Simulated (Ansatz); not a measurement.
```xyz
4

In    0.0001    0.0000    0.0000
Br    2.4574   -0.0270    0.0127
Br   -1.2053    2.1415   -0.0170
Br   -1.2522   -2.1145    0.0043
```

Geometry: PBE0-D4/def2-SVP; core potentials replace the inner electrons of In.

Theory: Ansatz, RKS PBE0-D4/def2-TZVP.

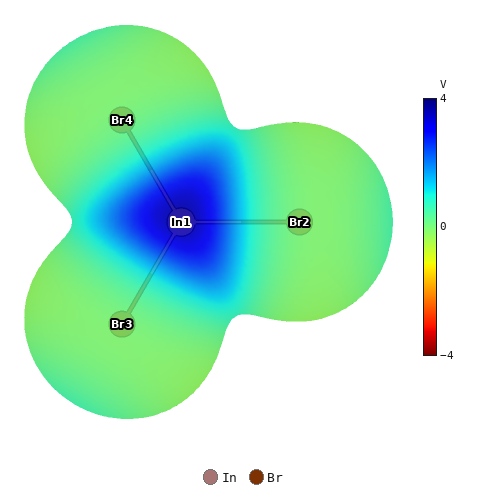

Br$_{3}$In (InBr3). The electrostatic potential painted on the density surface at 0.002 e/bohr³, seen across its widest extent; red is negative and blue positive.

Where is the surface potential most negative and most positive?

The most negative region (about −0.2 V) lies over Br2, Br3 and Br4, the most positive (about +3.6 V, or +83 kcal/mol for a unit charge) over In1. Br2 shows a σ-hole: about +0.5 V, or +12 kcal/mol for a unit charge at the tip opposite its bond, against about −0.1 V on its flanks. Br3 shows a σ-hole: about +0.5 V, or +12 kcal/mol for a unit charge at the tip opposite its bond, against about −0.1 V on its flanks. Br4 shows a σ-hole: about +0.5 V, or +12 kcal/mol for a unit charge at the tip opposite its bond, against about −0.1 V on its flanks.
